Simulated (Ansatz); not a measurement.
**Dielectric response of BaHfO3 (001), BaO faces films**

Wanted: ε of perovskite BaHfO3 (001), BaO faces by finite fields on slabs, and the band edges against the vacuum where run.

Method: plane-wave DFT, PBE, Ansatz PAW, in the first sound run; inputs show where later runs differ, in Ansatz 0.2.0.

## (1) The starting structure

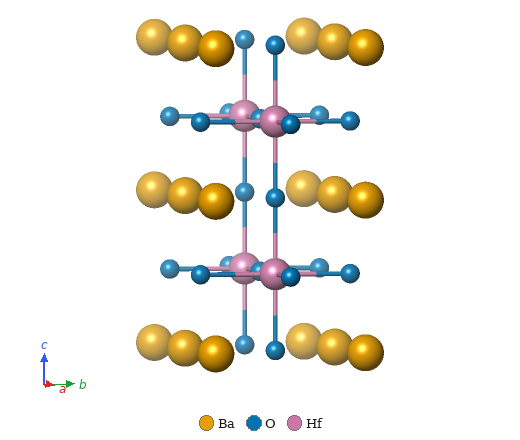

Start, viewed from the side, with the c axis up; barium orange, oxygen blue, hafnium pink. 2×1×1 cells are drawn. Some periodic images of atoms are drawn too.

The cell holds 12 atoms: 3 Ba, 7 O and 2 Hf. Cell: a = 4.170 Å, b = 4.170 Å, c = 26.340 Å, α = 90.0°, β = 90.0°, γ = 90.0°. It derives from BaHfO3 (perovskite BaHfO3). Vacuum lies along c.

## (2) Relaxing the film, 12 atoms, units 2

The structure is relaxed first, because levels and dipoles at a surface follow the positions of the outer atoms.

input.yaml reads:

```yaml
crystal:
  lattice:
    - [4.17, 0.0, 0.0]
    - [0.0, 4.17, 0.0]
    - [0.0, 0.0, 26.34]
  atoms:
    - { symbol: Ba, position: [0.0, 0.0, 0.3416856492] }
    - { symbol: O, position: [0.5, 0.5, 0.3416856492] }
    - { symbol: Hf, position: [0.5, 0.5, 0.4208428246] }
    - { symbol: O, position: [0.0, 0.5, 0.4208428246] }
    - { symbol: O, position: [0.5, 0.0, 0.4208428246] }
    - { symbol: Ba, position: [0.0, 0.0, 0.5] }
    - { symbol: O, position: [0.5, 0.5, 0.5] }
    - { symbol: Hf, position: [0.5, 0.5, 0.5791571754] }
    - { symbol: O, position: [0.0, 0.5, 0.5791571754] }
    - { symbol: O, position: [0.5, 0.0, 0.5791571754] }
    - { symbol: Ba, position: [0.0, 0.0, 0.6583143508] }
    - { symbol: O, position: [0.5, 0.5, 0.6583143508] }
kpoints:
  mp_grid: { grid: [6, 6, 1] }
hamiltonian:
  xc: pbe
scf:
  occupations: { method: fixed }
  convergence: { dr2_threshold: 1.0e-09 }
efield:
  axis: 3
  dipole_correction: true
  ramp_position: 0.97
  ramp_width: 0.06
relax:
  f_tol: 0.003
  max_steps: 100
output:
  write_potential: true
  write_density: true
  volumetric_format: npy
```

Command:

```sh
> ansatz run input.yaml --threads 4 --pin off --max-ram 16384MiB --backend cpu --events-out ev --progress --plain --runs-dir out
```

Numbers of over 12 decimals in the logs are rounded to 6 here.

The log of the run:

```text
Engine: ansatz 0.2.0, aarch64-unknown-linux-gnu
Pseudopotentials: kind: paw
Pseudopotential: Ba, paw, valence charge 10, recommended cutoff 420 eV (normal), Ba.paw.azcp
Pseudopotential: O, paw, valence charge 6, recommended cutoff 420 eV (normal), O.paw.azcp
Pseudopotential: Hf, paw, valence charge 26, recommended cutoff 420 eV (normal), Hf.paw.azcp
Functional definition: PBE
  parameter kappa = 0.804
  parameter beta = 0.066725
  exchange = pbe_x(kappa = kappa, mu = beta*pi^2/3)
  correlation = pbe_c(beta = beta)
Crystal: 12 atoms, lattice volume = 458.024 Å³
Basis set: ecut = 420 eV, 8857 PW (Γ), exchange–correlation on 60×60×360 points (8 copies of the dense FFT grid, shifted against one another)
Bands: 75, of which v1, the nominal top of the filled ones, is band 62 counted from 1 (61 counted from 0)
Symmetry: 8 space group operations
k-points: 10 of 36
Non-local potential: Ba, projectors of the file, l = 0: 3, l = 1: 2, l = 2: 2, l = 3: 2
Non-local potential: O, projectors of the file, l = 0: 2, l = 1: 2, l = 2: 1
Non-local potential: Hf, projectors of the file, l = 0: 3, l = 1: 2, l = 2: 2, l = 3: 3
PAW form: soft (Blöchl's): semilocal exchange-correlation on the pseudo side does not see the compensation charge
PAW one-centre angular grid: Ba, 194 points (default); XC on 64 Gauss nodes
PAW one-centre angular grid: O, 110 points (default); XC on 64 Gauss nodes
PAW one-centre angular grid: Hf, 590 points (default); XC on 64 Gauss nodes
Initial density: superposition of atomic densities (neutral atoms: chi_scale 0, normalization atom), corrected by the library's trained network
Initial wavefunctions: pseudopotential atomic-orbital guess
Functional: x = pbe(κ = 0.804, μ = 0.219515), c = pbe(β = 0.066725)
SCF iter   1: F=—  HF=-53283.409330 eV  |F-HF|=—  |Δ(HF+E_count)|=         —  Δρ=1.00e-3  dr2=1.21e-2  ethr=1.77e-3  p=0.000 e·Å  D=5.22e-14 V/Å  ΔV_dip=-0.00 eV  dr2_dipole=3.07e-9  V_vac-E_F(+/−)=3.71/3.71 eV  ⟨swp⟩=5.7  Hψ=2793  notcnv=0  defer=97
efield: sawtooth ramp at fractional position 0.9700 (set: `efield.ramp_position`, or a place that a band, a saddle search or an elastic batch's reference lends), width 0.0600; the density the first Hamiltonian is built on has a dipole p = 0.000 e·Å; the dipole correction subtracts the counter field D = 5.22e-14 V/Å, which shifts the + side's vacuum level by -0.00 eV against the − side's; the planar-averaged density in the ramp window peaks in size at 1.4e-5 e/Å³
preconditioner: auto → Resta (q_TF=auto, 2.194 Å⁻¹)  ε∞=2.5  [insulator: Δε(μ)=2.420 eV  Ē_g=15.561 eV  n_scr=90 (ndim 8)  ℏωp=19.0 eV  f_vac=0.566  ε∞_Penn≈2.5  vacuum switching on, ρ_ref=1.8e-2 e/Å³]
SCF iter   2: F=—  HF=-53283.412712 eV  |F-HF|=—  |Δ(HF+E_count)|=   3.38e-3  Δρ=7.38e-4  dr2=2.45e-3  ethr=9.78e-6  p=0.000 e·Å  D=1.17e-5 V/Å  ΔV_dip=-0.00 eV  dr2_dipole=1.91e-9  V_vac-E_F(+/−)=3.47/3.48 eV  ⟨swp⟩=3.8  Hψ=1585  notcnv=0  defer=110
density mixer auto → msr1: gapped (density of states about μ 0.04 of a free-electron gas's, 90 screened modes)
SCF iter   3: F=—  HF=-53283.413999 eV  |F-HF|=—  |Δ(HF+E_count)|=   1.29e-3  Δρ=3.71e-4  dr2=8.24e-4  ethr=1.98e-6  p=0.000 e·Å  D=1.53e-6 V/Å  ΔV_dip=-0.00 eV  dr2_dipole=1.64e-10  V_vac-E_F(+/−)=3.41/3.41 eV  ⟨swp⟩=3.1  Hψ=1239  notcnv=0  defer=110
SCF iter   4: F=—  HF=-53283.414336 eV  |F-HF|=—  |Δ(HF+E_count)|=   3.37e-4  Δρ=1.37e-4  dr2=9.92e-5  ethr=6.65e-7  p=-0.000 e·Å  D=-2.81e-6 V/Å  ΔV_dip=0.00 eV  dr2_dipole=3.08e-10  V_vac-E_F(+/−)=3.34/3.34 eV  ⟨swp⟩=3.0  Hψ=1190  notcnv=0  defer=110
SCF iter   5: F=—  HF=-53283.414384 eV  |F-HF|=—  |Δ(HF+E_count)|=   4.81e-5  Δρ=7.01e-5  dr2=2.02e-5  ethr=8.00e-8  p=-0.000 e·Å  D=-3.75e-9 V/Å  ΔV_dip=0.00 eV  dr2_dipole=3.36e-12  V_vac-E_F(+/−)=3.32/3.32 eV  ⟨swp⟩=2.9  Hψ=1329  notcnv=0  defer=106
SCF iter   6: F=—  HF=-53283.414386 eV  |F-HF|=—  |Δ(HF+E_count)|=   2.60e-6  Δρ=1.86e-5  dr2=1.29e-6  ethr=1.63e-8  p=-0.000 e·Å  D=-5.96e-8 V/Å  ΔV_dip=0.00 eV  dr2_dipole=3.22e-14  V_vac-E_F(+/−)=3.31/3.31 eV  ⟨swp⟩=2.0  Hψ=1209  notcnv=0  defer=103
SCF iter   7: F=—  HF=-53283.414657 eV  |F-HF|=—  |Δ(HF+E_count)|=   2.70e-4  Δρ=8.00e-6  dr2=2.59e-7  ethr=1.04e-9  p=-0.000 e·Å  D=-2.12e-7 V/Å  ΔV_dip=0.00 eV  dr2_dipole=1.02e-12  V_vac-E_F(+/−)=3.31/3.31 eV  ⟨swp⟩=2.0  Hψ=1310  notcnv=0  defer=95
SCF iter   8: F=—  HF=-53283.414657 eV  |F-HF|=—  |Δ(HF+E_count)|=   3.82e-7  Δρ=1.95e-6  dr2=1.73e-8  ethr=2.09e-10  p=-0.000 e·Å  D=-2.27e-8 V/Å  ΔV_dip=0.00 eV  dr2_dipole=1.85e-14  V_vac-E_F(+/−)=3.31/3.31 eV  ⟨swp⟩=2.0  Hψ=1310  notcnv=0  defer=97
SCF iter   9: F=—  HF=-53283.414657 eV  |F-HF|=—  |Δ(HF+E_count)|=   5.98e-8  Δρ=1.10e-6  dr2=5.39e-9  ethr=1.40e-11  p=0.000 e·Å  D=1.13e-7 V/Å  ΔV_dip=-0.00 eV  dr2_dipole=4.08e-13  V_vac-E_F(+/−)=3.31/3.31 eV  ⟨swp⟩=2.1  Hψ=1298  notcnv=0  defer=97
SCF iter  10: F=-53283.414657 eV  HF=-53283.414657 eV  |F-HF|=5.97e-10  |Δ(HF+E_count)|=  6.40e-10  Δρ=2.94e-7  dr2=3.34e-10  ethr=1.00e-12  p=-0.000 e·Å  D=-1.34e-10 V/Å  ΔV_dip=0.00 eV  dr2_dipole=1.53e-15  V_vac-E_F(+/−)=3.31/3.31 eV  ⟨swp⟩=6.4  Hψ=5161  notcnv=0
SCF 1 converged in 10 iterations: F = -53283.414657 eV  dr2 = 3.34e-10
  greatest PAW one-centre occupation: 0.999 electrons in one spin orbital (limit 2), on the Hf atom at site 7 (counted from 0), in its partial waves of l = 0
relax step   1: F+E_penalty+E_count = -53283.41465711 eV  Δ(F+E_penalty+E_count) = +0.000e0 eV  max|allowed force component| = 9.085e-1 eV/Å  Δτ_max = 0.0000 Å  (10 SCF iters, accepted)
Initial density: handed on by an earlier stage of this run
Initial wavefunctions: those handed on with the density
iter 1 solved again at ethr=2.80e-4 eV; its pass at ethr=3.10e-3 eV (dr2=3.47e-1 eV) is discarded
SCF iter   1: F=—  HF=-53283.443963 eV  |F-HF|=—  |Δ(HF+E_count)|=         —  Δρ=4.78e-3  dr2=3.55e-1  ethr=2.80e-4  p=-0.000 e·Å  D=-1.34e-10 V/Å  ΔV_dip=0.00 eV  dr2_dipole=3.24e-15  V_vac-E_F(+/−)=3.40/3.40 eV  ⟨swp⟩=1.3  Hψ=2613  notcnv=0  defer=102
efield: sawtooth ramp at fractional position 0.9700 (set: `efield.ramp_position`, or a place that a band, a saddle search or an elastic batch's reference lends), width 0.0600; the density the first Hamiltonian is built on has a dipole p = -0.000 e·Å; the dipole correction subtracts the counter field D = -1.34e-10 V/Å, which shifts the + side's vacuum level by +0.00 eV against the − side's; the planar-averaged density in the ramp window peaks in size at 4.4e-6 e/Å³
[...]
relax step   4: F+E_penalty+E_count = -53283.54831511 eV  Δ(F+E_penalty+E_count) = -8.440e-3 eV  max|allowed force component| = 4.065e-2 eV/Å  Δτ_max = 0.0212 Å  (9 SCF iters, accepted)
[...]
relax step   5: F+E_penalty+E_count = -53283.54889608 eV  Δ(F+E_penalty+E_count) = -5.810e-4 eV  max|allowed force component| = 1.254e-2 eV/Å  Δτ_max = 0.0062 Å  (8 SCF iters, accepted)
SCF iter   1: F=—  HF=-53283.548781 eV  |F-HF|=—  |Δ(HF+E_count)|=         —  Δρ=1.78e-4  dr2=3.24e-4  ethr=3.21e-6  p=-0.000 e·Å  D=-8.30e-9 V/Å  ΔV_dip=0.00 eV  dr2_dipole=1.77e-14  V_vac-E_F(+/−)=3.78/3.78 eV  ⟨swp⟩=3.4  Hψ=1174  notcnv=0  defer=110
efield: sawtooth ramp at fractional position 0.9700 (set: `efield.ramp_position`, or a place that a band, a saddle search or an elastic batch's reference lends), width 0.0600; the density the first Hamiltonian is built on has a dipole p = -0.000 e·Å; the dipole correction subtracts the counter field D = -8.30e-9 V/Å, which shifts the + side's vacuum level by +0.00 eV against the − side's; the planar-averaged density in the ramp window peaks in size at 3.5e-6 e/Å³
preconditioner: auto → Resta (q_TF=auto, 2.194 Å⁻¹)  ε∞=2.5  [insulator: Δε(μ)=2.868 eV  Ē_g=15.724 eV  n_scr=90 (ndim 8)  ℏωp=19.0 eV  f_vac=0.568  ε∞_Penn≈2.5  vacuum switching on, ρ_ref=1.8e-2 e/Å³]
SCF iter   2: F=—  HF=-53283.548712 eV  |F-HF|=—  |Δ(HF+E_count)|=   6.86e-5  Δρ=8.42e-5  dr2=3.68e-5  ethr=2.61e-7  p=0.000 e·Å  D=1.75e-8 V/Å  ΔV_dip=-0.00 eV  dr2_dipole=1.00e-14  V_vac-E_F(+/−)=3.79/3.79 eV  ⟨swp⟩=2.0  Hψ=1037  notcnv=0  defer=108  κ⁻¹=1.0e0(r=1)
density mixer auto → broyden: gapped, where msr1 would fit the directions that read negative (density of states about μ 0.02 of a free-electron gas's, 90 screened modes)
SCF iter   3: F=—  HF=-53283.548708 eV  |F-HF|=—  |Δ(HF+E_count)|=   4.51e-6  Δρ=5.55e-5  dr2=1.30e-5  ethr=2.97e-8  p=-0.000 e·Å  D=-6.33e-10 V/Å  ΔV_dip=0.00 eV  dr2_dipole=1.84e-16  V_vac-E_F(+/−)=3.78/3.78 eV  ⟨swp⟩=2.0  Hψ=1153  notcnv=0  defer=70  κ⁻¹=1.4e-1(r=2)
SCF iter   4: F=—  HF=-53283.548695 eV  |F-HF|=—  |Δ(HF+E_count)|=   1.26e-5  Δρ=1.88e-5  dr2=1.38e-6  ethr=1.05e-8  p=-0.000 e·Å  D=-1.65e-9 V/Å  ΔV_dip=0.00 eV  dr2_dipole=1.91e-18  V_vac-E_F(+/−)=3.78/3.78 eV  ⟨swp⟩=2.0  Hψ=1145  notcnv=0  defer=68  κ⁻¹=1.0e-2(r=3)
SCF iter   5: F=—  HF=-53283.548966 eV  |F-HF|=—  |Δ(HF+E_count)|=   2.71e-4  Δρ=7.05e-6  dr2=1.36e-7  ethr=1.11e-9  p=-0.000 e·Å  D=-1.35e-9 V/Å  ΔV_dip=0.00 eV  dr2_dipole=3.15e-16  V_vac-E_F(+/−)=3.78/3.78 eV  ⟨swp⟩=2.0  Hψ=1193  notcnv=0  defer=68  κ⁻¹=1.1e-3(r=4)
SCF iter   6: F=—  HF=-53283.548966 eV  |F-HF|=—  |Δ(HF+E_count)|=   2.88e-8  Δρ=2.97e-6  dr2=2.54e-8  ethr=1.09e-10  p=0.000 e·Å  D=1.95e-9 V/Å  ΔV_dip=-0.00 eV  dr2_dipole=1.22e-15  V_vac-E_F(+/−)=3.78/3.78 eV  ⟨swp⟩=2.0  Hψ=1273  notcnv=0  defer=68  κ⁻¹=2.9e-4(r=5)
SCF iter   7: F=—  HF=-53283.548966 eV  |F-HF|=—  |Δ(HF+E_count)|=   6.53e-9  Δρ=6.79e-7  dr2=1.10e-9  ethr=2.04e-11  p=0.000 e·Å  D=9.95e-9 V/Å  ΔV_dip=-0.00 eV  dr2_dipole=1.14e-15  V_vac-E_F(+/−)=3.78/3.78 eV  ⟨swp⟩=2.0  Hψ=1180  notcnv=0  defer=68  κ⁻¹=8.1e-6(r=6)
SCF iter   8: F=-53283.548966 eV  HF=-53283.548966 eV  |F-HF|=4.66e-10  |Δ(HF+E_count)|=  6.77e-10  Δρ=3.31e-7  dr2=2.36e-10  ethr=1.00e-12  p=0.000 e·Å  D=1.71e-8 V/Å  ΔV_dip=-0.00 eV  dr2_dipole=9.49e-19  V_vac-E_F(+/−)=3.78/3.78 eV  ⟨swp⟩=7.9  Hψ=4762  notcnv=0
SCF 6 converged in 8 iterations: F = -53283.548966 eV  dr2 = 2.36e-10
relax step   6: F+E_penalty+E_count = -53283.54896601 eV  Δ(F+E_penalty+E_count) = -6.993e-5 eV  max|allowed force component| = 2.198e-3 eV/Å  Δτ_max = 0.0029 Å  (8 SCF iters, accepted)
NSCF: frozen V_eff on 10 k-points
the band table was solved once a step of the walk had ended and its energy, with any forces and stress, was formed, with the checks that follow a solve (4366 applications of the Hamiltonian). They found nothing against the state; the energy, forces and stress were not computed again (output.eigenvalues in the input reference)
WARN: The output density's exchange-correlation potential varies sharply where the density is thin. Do not read a vacuum level from v_tot or v_xc, or from such a field of the output density. On a cell that repeats whose density bears no net charge and no dipole along the vacuum's axis use v_es (v_loc + v_h of the components); under efield.dipole_correction with no amplitude use v_es + v_field, which holds any externa [...]
SCF converged after 8 iterations
Stability not checked: this state was not tested for a lower state beside it, because the mixer in use, unlike msr1, does not test its closes by its own steps (another_mixer; see scf.mixing.algorithm and scf.lower_state_search)
Free energy (F): -53283.548966 eV
Harris-Foulkes:  -53283.548966 eV  (|F-HF|=4.66e-10)
Internal energy: -53283.548966 eV  (E = F + TS)
E sigma→0 (E₀):  -53283.548966 eV
Fermi energy:    2.258645 eV
Dipole field:    D = 0.000000 V/Å  (p = 0.000000 e·Å, saw-weighted, corrected)
Work function:   Φ+ = 3.7813 eV   Φ− = 3.7814 eV
Levels:          The Fermi level and band energies are counted from a zero that moves with the ramp; work functions are not
--- Per-component energies (eV) ---
  E_band       = -1212.342414
  E_kinetic    = 2576.211224
  E_local      = -161392.022928  (includes V_loc(G=0)·N_el)
  E_nonlocal   = -1979.160622
  E_hartree    = 79349.353101
  E_xc         = -1626.901021
  E_vxc        = -1606.144673  (∫ρ·V_xc dr)
  E_paw        = -30638.620031  (= ΣΔE_a)
  E_vpaw       = 2490.051792  (= ΣTr[D̂ρ^β])
  E_aug_tail   = 0.017142  (compensation charges beyond the density's cutoff)
  E_efield     = 0.000000  (sawtooth field / dipole correction)
  E_vefield    = -0.000000  (∫n·V_field dr)
  E_ewald      = 60427.574171
  E_smearing   = -0.000000  (= −TS)
  E_closure    = 0.000000  (closes the sum)
  Σ components = -53283.548966   (vs F -53283.548966, Δ=0.00e0)
--- Forces (eV/Å), atoms counted from 1 ---
  atom   1  Ba     0.00000000     0.00000000    -0.00007883
  atom   2  O      0.00000000     0.00000000    -0.00037479
  atom   3  Hf     0.00000000     0.00000000    -0.00219781
  atom   4  O      0.00000000     0.00000000     0.00044929
  atom   5  O      0.00000000     0.00000000     0.00044929
  atom   6  Ba     0.00000000     0.00000000    -0.00000027
  atom   7  O      0.00000000     0.00000000     0.00000039
  atom   8  Hf     0.00000000     0.00000000     0.00219744
  atom   9  O      0.00000000     0.00000000    -0.00044921
  atom  10  O      0.00000000     0.00000000    -0.00044921
  atom  11  Ba    -0.00000000     0.00000000     0.00007870
  atom  12  O     -0.00000000     0.00000000     0.00037500
  max |Σ_I F_I| component: 2.26e-8 eV/Å
--- Band table (eV; the first three rows and the last of 10) ---
  k-point 0: bands = [... 58 lower, 1.9031, 2.1386, 2.1740, 2.1740, 5.1357, 5.2191, 5.8551, 6.0220, ... 9 higher]
  k-point 1: bands = [... 58 lower, 1.7649, 1.8599, 2.0665, 2.2586, 5.3684, 5.4261, 6.4620, 6.4736, ... 9 higher]
  k-point 2: bands = [... 58 lower, 1.8114, 1.8828, 2.1217, 2.2133, 5.9900, 6.0217, 6.8824, 7.1464, ... 9 higher]
  k-point 9: bands = [... 58 lower, 2.1177, 2.1177, 2.2316, 2.2316, 7.2065, 7.2065, 7.3219, 7.3219, ... 9 higher]
--- Relaxed structure (6 steps of the walk, 5 accepted, 0 SCFs on fresh bases) ---
  F+E_penalty+E_count = -53283.54896601 eV   max|allowed force component| = 2.198e-3 eV/Å
  atoms:
    - { symbol: Ba, position: [0, 0.0, 0.344328] }
    - { symbol: O, position: [0.5, 0.5, 0.339938] }
    - { symbol: Hf, position: [0.5, 0.5, 0.418164] }
    - { symbol: O, position: [0, 0.5, 0.419004] }
    - { symbol: O, position: [0.5, 0.0, 0.419004] }
    - { symbol: Ba, position: [0, 0.0, 0.500000] }
    - { symbol: O, position: [0.5, 0.5, 0.500000] }
    - { symbol: Hf, position: [0.5, 0.5, 0.581836] }
    - { symbol: O, position: [0, 0.5, 0.580996] }
    - { symbol: O, position: [0.5, 0.0, 0.580996] }
    - { symbol: Ba, position: [0, 0.0, 0.655672] }
    - { symbol: O, position: [0.5, 0.5, 0.660062] }
```

Elapsed: 63 s, on 4 threads of Arm Neoverse V1, shared host; peak memory 1.1 GiB; 4.1 min of CPU time.

Step by step:

```
step  energy less that of the first step (eV)  largest force component (eV/Å)
   1                                   0.0000                          0.9085
   2                                   0.0253                          1.0544
   3                                  -0.1252                          0.4177
   4                                  -0.1337                          0.0407
   5                                  -0.1342                          0.0125
   6                                  -0.1343                          0.0022
```

Relaxation step 2 was tried and not accepted.

Forces are held to the 8 operations that the run works with; a distortion that breaks them can't arise in this run.

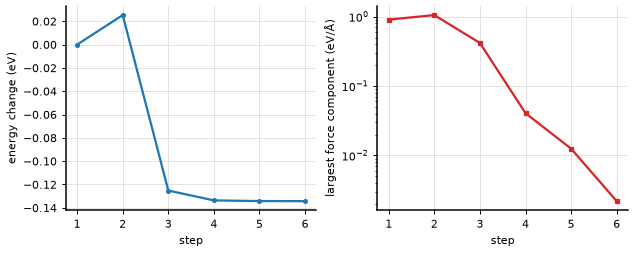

Energy and largest force along the relaxation.

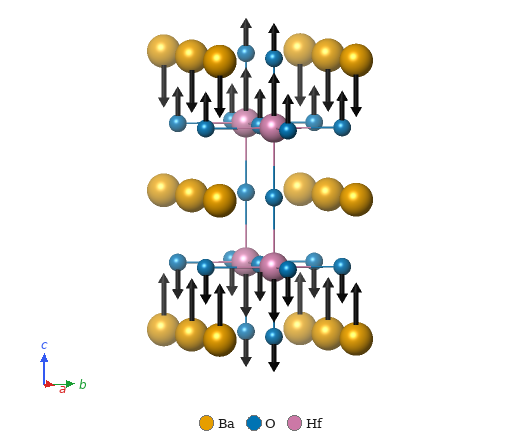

Displacements in the relaxation, exaggerated; the longest in the cell stands for 0.07 Å. 2×1×1 cells are drawn. Some periodic images of atoms are drawn too.

The atoms that moved most (Å):

```
atom     dx     dy      dz  length
 Hf3  0.000  0.000  -0.071   0.071
 Hf8  0.000  0.000   0.071   0.071
 Ba1  0.000  0.000   0.070   0.070
Ba11  0.000  0.000  -0.070   0.070
  O5  0.000  0.000  -0.048   0.048
  O4  0.000  0.000  -0.048   0.048
  O9  0.000  0.000   0.048   0.048
 O10  0.000  0.000   0.048   0.048
```

This step gave:

| Property | Result |
| --- | --- |
| gap on the k-mesh | 2.877 eV |
| dipole along the normal | 4.12e-8 e·Å |
| ionisation energy, upper face | 3.781 eV |
| electron affinity, upper face | 0.9043 eV |

Running mean over 4.17 Å of the planar mean; the ramp of the sawtooth is left out. The electron's electrostatic potential energy less the highest filled level by z:

```
z (Å)  electron's electrostatic potential energy less the highest filled level (eV)
    4                                                                          3.78
    6                                                                          3.58
    8                                                                        -0.382
   10                                                                         -4.51
   12                                                                         -4.51
   14                                                                         -4.38
   16                                                                         -4.61
   18                                                                        -0.829
   20                                                                          3.21
   22                                                                          3.78
```

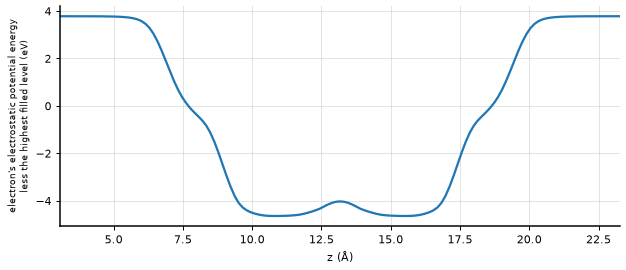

Electron's electrostatic potential energy less the highest filled level against z.

The relaxation took 6 steps and lowered the energy by 0.13 eV; the largest force on the free atoms ends at 0.0022 eV/Å.

The gap is 2.88 eV, with the valence edge 3.78 eV and the conduction edge 0.90 eV under the upper vacuum level.

[end of part 1 of 7]

[Logs are printed without paths, hosts, clocks, repeated set-up lines and the standing remarks that a program may print on its own settings, such as how far it seeks lower states.]

[Hosts, paths, dates, database ids (printed as entryN), source tags and the programs' standing remarks are cut or masked in the printed files.]

[Maps of the electrostatic potential energy from Ansatz leave out the sawtooth potential of an applied field or a dipole correction, so their vacuum need not be flat; planar profiles and work functions include it.]
